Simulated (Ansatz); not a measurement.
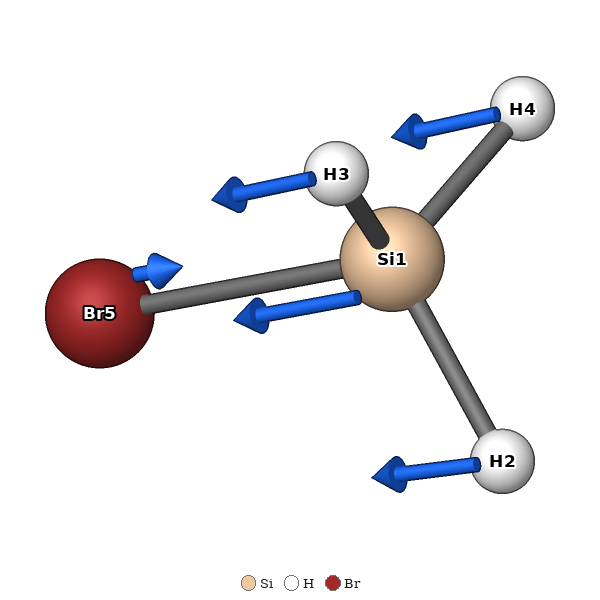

The arrows show one normal mode. Harmonic vibrations computed with RKS PBE0-D4/def2-TZVP (Ansatz 0.2.0) at a stationary point of the same level.

What kind of motion is it?

Answer. Mostly Br–Si stretching.

At what wavenumber does it lie?

Answer. 430 cm⁻¹; it is mode 1 of 9 counted from the lowest.
